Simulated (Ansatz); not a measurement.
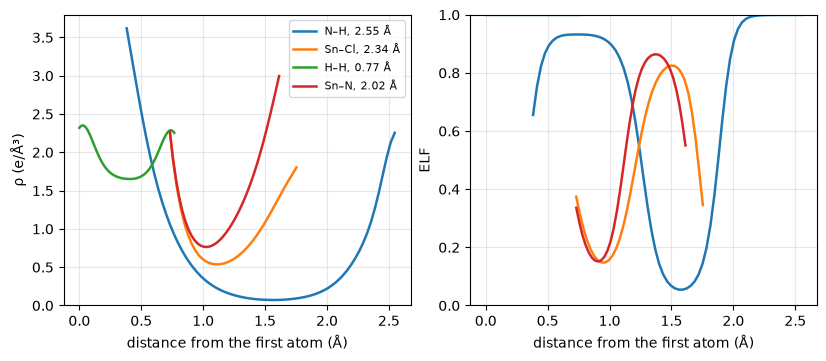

*Cl₂H₃NSn···H₂. Electron density and electron localisation function along straight lines between neighbouring atoms. The curves leave out the atomic cores.*

Core potentials replace the inner electrons of Sn.

All numbers below come from RKS CAM-B3LYP-D4/def2-SVP (Ansatz).

```csv
atom,x (Å),y (Å),z (Å)
Sn,0.1903,0.6263,-0.7961
H,0.6845,0.0822,3.8790
Cl,2.0633,-0.1972,-1.9270
Cl,-0.8089,2.2790,-2.1276
H,-0.9326,-0.6200,-0.5583
N,0.9207,1.4724,0.8821
H,1.9268,1.6268,0.8273
H,0.4725,2.3525,1.1331
H,0.7367,0.3677,3.1698
```

### What can be read from the curves?

N6···H9 (2.55 Å): the density falls to about 0.07 e/Å³ on the way; the ELF dips to about 0.05 between them; a non-bonded, intermolecular contact.
Sn–Cl (2.34 Å): ρ is about 0.55 e/Å³ halfway; the ELF peaks at about 0.80 in the valence shell of Cl, 0.8 Å from its nucleus, and drops to about 0.15 between the two atoms.
H–H (0.77 Å): the density is about 1.7 e/Å³ at the midpoint; the ELF is about 1 at the midpoint.
Sn–N (2.02 Å): ρ is about 0.77 e/Å³ halfway; the ELF peaks at about 0.85 in the valence shell of N, 0.7 Å from its nucleus, and drops to about 0.15 between the two atoms.
